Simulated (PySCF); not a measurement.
# NMR shielding calculation, with input and output: C3H6B2F2O

- system: C3H6B2F2O
- method: GIAO PBE0/pcSseg-1 NMR shielding, non-relativistic, gas phase (PySCF 2.14.0)

The geometry comes from this level: GFN2-xTB. It belongs to a series of runs on one base structure; here: constitutional isomer. Figures and captions count atoms from 1; the log counts them from 0 in places.

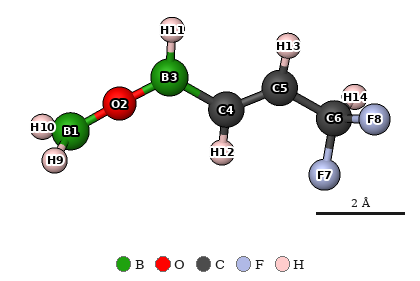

**Figure 1.** The structure as given in the input (ball-and-stick view, seen at a tilt; atoms are numbered from 1 in the order of the input). Bond lengths as drawn: B–C 1.57 Å, B–H 1.18 Å, B–O 1.30 Å, C–C 1.33 to 1.50 Å, C–F 1.35 to 1.36 Å and C–H 1.08 to 1.11 Å.

**Input file**
```
{"job": {"kind": "nmr", "xc": "PBE0", "basis": "pcSseg-1"}, "charge": 0, "multiplicity": 1}
B      3.378034     0.326368     0.190164
O      2.234988    -0.171760     0.539939
B      1.069099    -0.633545     0.877334
C     -0.227572    -0.015422     0.231560
C     -1.466960    -0.369906     0.552778
C     -2.706248     0.217354    -0.055576
F     -2.448964     1.306916    -0.817031
F     -3.572953     0.626177     0.911380
H      3.826439     1.232601     0.797547
H      3.959269    -0.137986    -0.725507
H      0.989330    -1.510302     1.662296
H     -0.108336     0.758450    -0.518661
H     -1.675716    -1.122259     1.299602
H     -3.251089    -0.507161    -0.687968
```

The first line tells a small driver script what to run in PySCF; the rest is the geometry in Å.

Command:
```bash
OMP_NUM_THREADS=1 python <driver script> task.json out
```

**Log**
```
coarse grid: 12408 points
cycle   1  E = -441.8522229875  dE =  1.090e+00  |g| = 8.736e-01  |ddm| = 3.182e+00
cycle   2  E = -441.6487537303  dE =  2.035e-01  |g| = 1.390e+00  |ddm| = 1.273e+00
cycle   3  E = -441.9815350448  dE = -3.328e-01  |g| = 1.413e-01  |ddm| = 8.708e-01
cycle   4  E = -441.9853752067  dE = -3.840e-03  |g| = 5.905e-02  |ddm| = 1.356e-01
cycle   5  E = -441.9860689885  dE = -6.938e-04  |g| = 1.279e-02  |ddm| = 4.271e-02
cycle   6  E = -441.9861015070  dE = -3.252e-05  |g| = 4.607e-03  |ddm| = 1.300e-02
cycle   7  E = -441.9861064819  dE = -4.975e-06  |g| = 1.274e-03  |ddm| = 4.020e-03
final grid: 122688 points
cycle   8  E = -442.0570267795  dE = -5.335e-05  |g| = 1.146e-02  |ddm| = 2.632e-02
cycle   9  E = -442.0569952433  dE =  3.154e-05  |g| = 1.799e-02  |ddm| = 1.560e-02
cycle  10  E = -442.0570516929  dE = -5.645e-05  |g| = 1.189e-03  |ddm| = 9.657e-03
cycle  11  E = -442.0570520329  dE = -3.400e-07  |g| = 4.104e-04  |ddm| = 1.363e-03
cycle  12  E = -442.0570520638  dE = -3.096e-08  |g| = 1.456e-04  |ddm| = 3.588e-04
cycle  13  E = -442.0570520678  dE = -3.989e-09  |g| = 5.647e-05  |ddm| = 1.308e-04
cycle  14  E = -442.0570520686  dE = -7.453e-10  |g| = 1.482e-05  |ddm| = 5.038e-05
```

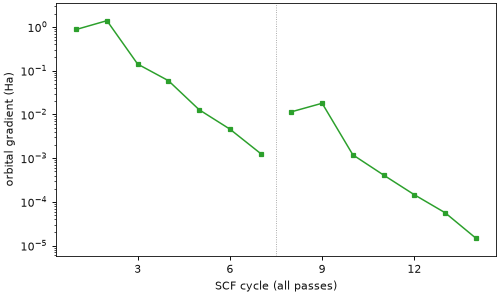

**Figure 2.** Convergence of the self-consistent field: orbital gradient against the SCF cycle. The dotted line marks the change from a coarse to the final integration grid. The first 7 cycles use a coarse grid, the final grid takes over at cycle 8, and the field converges after 14 cycles in all.

```
converged SCF energy = -442.0570520686

GIAO shielding tensors (ppm)
atom      isotropic    diamagn.    paramagn.     s11        s22        s33       span
  0 B       59.940     194.714    -134.774     12.774     55.631    111.414     98.640
  1 O       18.126     388.494    -370.367   -117.737     59.487    112.629    230.365
  2 B       64.891     196.561    -131.670     33.791     58.408    102.473     68.682
  3 C       43.328     259.761    -216.433    -65.665     23.561    172.087    237.753
  4 C       28.562     258.291    -229.729    -92.218     39.371    138.532    230.750
  5 C       67.040     236.298    -169.257     47.195     66.322     87.604     40.409
  6 F      325.190     475.432    -150.242    225.961    351.974    397.635    171.673
  7 F      306.884     467.750    -160.866    195.960    338.187    386.505    190.546
  8 H       26.210      29.454      -3.244     25.865     26.223     26.541      0.676
  9 H       26.208      29.747      -3.539     25.891     26.249     26.485      0.594
 10 H       26.240      29.537      -3.297     24.706     25.621     28.392      3.686
 11 H       25.063      34.295      -9.231     20.546     24.324     30.320      9.774
 12 H       24.917      31.833      -6.916     22.277     24.703     27.772      5.495
 13 H       25.022      26.116      -1.094     22.391     24.233     28.442      6.052
```

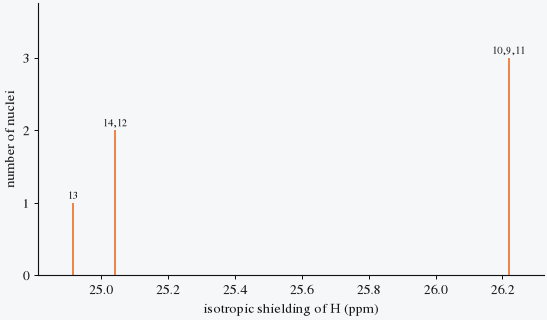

**Figure 3.** Isotropic shieldings of the hydrogen nuclei in this fixed geometry, labelled by atom number; shielding grows to the right, so chemical shift grows to the left. The least shielded is H13 (24.9 ppm), the most shielded H11 (26.2 ppm).

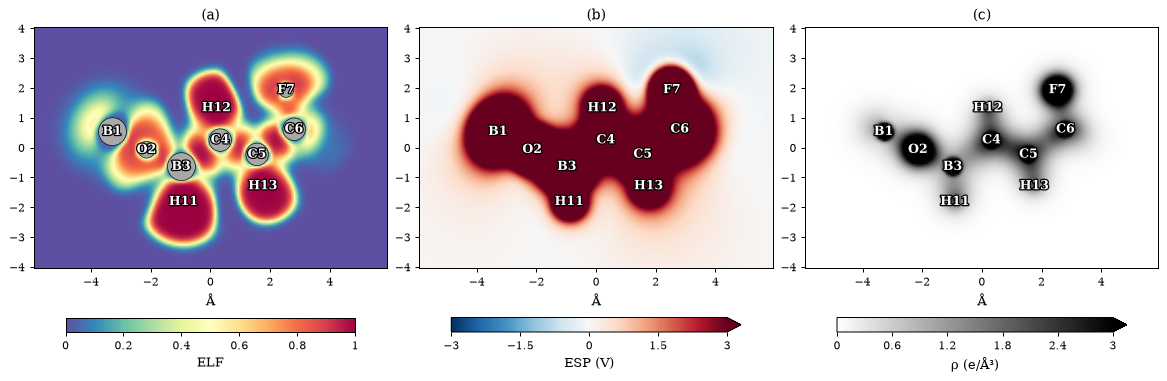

**Figure 4.** (a) ELF; (b) electrostatic potential; (c) electron density on the plane of atoms O2, B3 and H11. Grey discs, where drawn, cover atomic cores. C–B (1.57 Å): ρ at the midpoint is about 1.4 e/Å³; the ELF peaks at about 1 between the atoms (localised, shared-pair bonding).

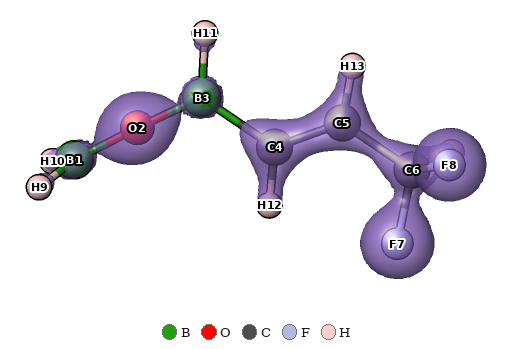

**Figure 5.** Isosurface of the electron density at 1.5 e/Å³ (purple), seen at a tilt. At this value the surface falls into five separate pieces. It is pinched off along the C–B (1.57 Å) contacts. On the grid the lowest density along these lines, outside the cores, is 1.8 e/Å³ (B–O, 1.30 Å), 2.3 e/Å³ (C–C, 1.33 Å), 1.8 e/Å³ (C–F, 1.35 Å) and 1.2 e/Å³ (C–B, 1.57 Å).

**Key numbers**

```csv
quantity,value
outcome,converged
total energy,−442.057052 hartree
HOMO,−8.42 eV
LUMO,−1.76 eV
dipole moment,1.80 D
"isotropic shielding, B",59.9 to 64.9 ppm
"isotropic shielding, O",18.1 ppm
"isotropic shielding, C",28.6 to 67.0 ppm
"isotropic shielding, F",306.9 to 325.2 ppm
"isotropic shielding, H",24.9 to 26.2 ppm
hardware,"1 CPU thread, shared host"
wall time,23 s
peak memory,0.87 GiB
```
